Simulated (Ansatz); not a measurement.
```xyz
9

H    -0.0210   -0.2429    0.3754
C    -0.0672   -0.8502    1.2759
C     0.0843    1.0670   -1.6012
H    -0.1914   -0.1989    2.1533
H    -0.9204   -1.5411    1.2102
H     0.8634   -1.4274    1.3781
H    -0.1703    1.9559   -1.0228
H    -0.7062    0.4572   -2.0400
H     1.1287    0.7804   -1.7291
```

Not at a stationary point (largest force 0.5 eV/Å).

Method: UKS B3LYP-D4/def2-SVP in Ansatz 0.2.0.

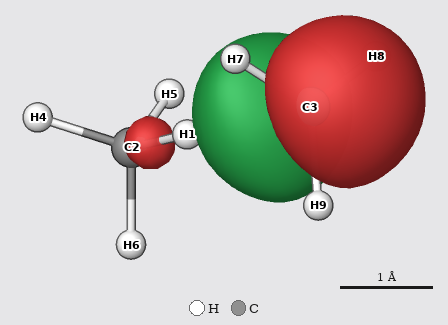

CH4···CH3 (doublet). The LUMO (β) at ±0.2 Å⁻³ᐟ² (green and red are the two phases), seen at an oblique angle.

Q: What is the character of this orbital?

A: It lies mainly on C3 (about 70 %), H8 (about 5 %), H7 (about 5 %) and H9 (about 5 %). Its energy is −1.81 eV.
